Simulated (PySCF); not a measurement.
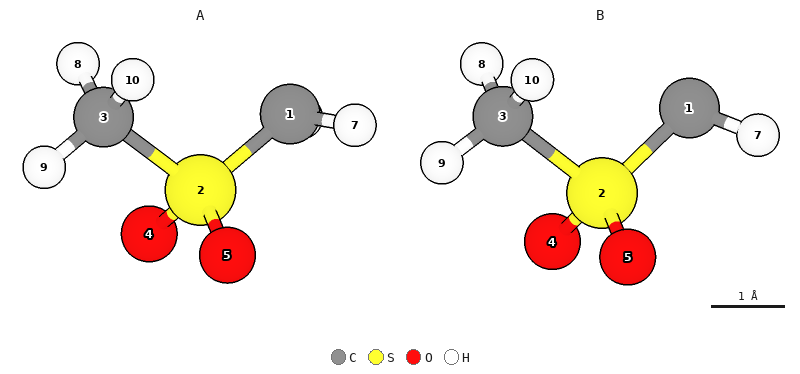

Two geometries of C2H5O2S (charge −1), drawn at one scale. One is the start of a relaxation, the other its converged end. Style: ball-and-stick. Shown at a tilt.

All numbers below come from PBE0-D3(BJ)/def2-SVP geometry optimisation, gas phase (PySCF 2.14.0, density-fitted response routines). 

Q: Which geometry has the lower energy?

A: Structure A is the relaxed one. The start comes from GFN2-xTB. The energy falls by 0.100 eV in 15 geometry steps. Largest force component: 1.3 eV/Å at the start, 0.021 eV/Å at the end. An H atom moves most after the best rigid fit: 0.21 Å. Largest moves by element: H 0.21 Å, O 0.13 Å, C 0.12 Å, S 0.05 Å. Among the contacts that change: C–S 1.716 → 1.674 Å, C–S 1.859 → 1.823 Å, C–H 1.083 → 1.099 Å, O–S 1.472 → 1.487 Å. Bond angles that change, for instance: H–C–H 109.6° → 116.4°, C–S–C 102.3° → 107.9°, C–S–O 116.9° → 112.6°. The run took roughly 50 core-seconds on a shared host.

Limits of the set-up: the basis has no diffuse functions, which an anion needs.
